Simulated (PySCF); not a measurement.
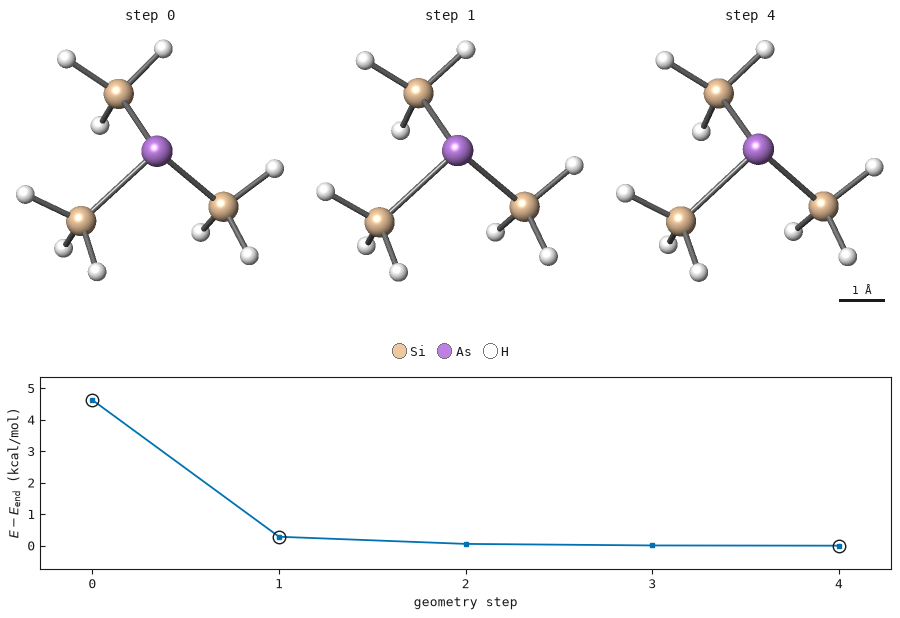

Frames of a relaxation of Si3AsH9, marked on the history of the run. A ball-and-stick model, seen at a tilt.

The start comes from GFN2-xTB. Its atoms were then displaced at random by about 0.01 Å.

The calculation used PySCF, PBE0-D3(BJ)/def2-SVP geometry optimisation, gas phase. 

**Describe the path.**

An H atom moves most after the best rigid fit: 0.16 Å. By element the largest moves are H 0.16 Å, As 0.12 Å, Si 0.03 Å. Among the contacts that change: As–Si 2.291 → 2.364 Å, H–Si 1.460 → 1.494 Å, H–Si 1.485 → 1.496 Å. Bond angles that change, for instance: H–Si–H 103.7° → 109.0°, Si–As–Si 98.5° → 94.5°, As–Si–H 116.9° → 112.9°. After 4 geometry steps the energy has fallen by 4.63 kcal/mol. Cost: 42 s on 1 thread of Arm Neoverse V2 (shared host). From step 0 to 1: H atoms move most (0.12 Å), energy −4.34 kcal/mol. From step 1 to 4: an H atom moves most (0.06 Å), energy −0.28 kcal/mol.

```json
{"step": "0", "E − E(0), kcal/mol": "0.00"}
{"step": "1", "E − E(0), kcal/mol": "-4.34"}
{"step": "2", "E − E(0), kcal/mol": "-4.57"}
{"step": "3", "E − E(0), kcal/mol": "-4.62"}
{"step": "4", "E − E(0), kcal/mol": "-4.63"}
```
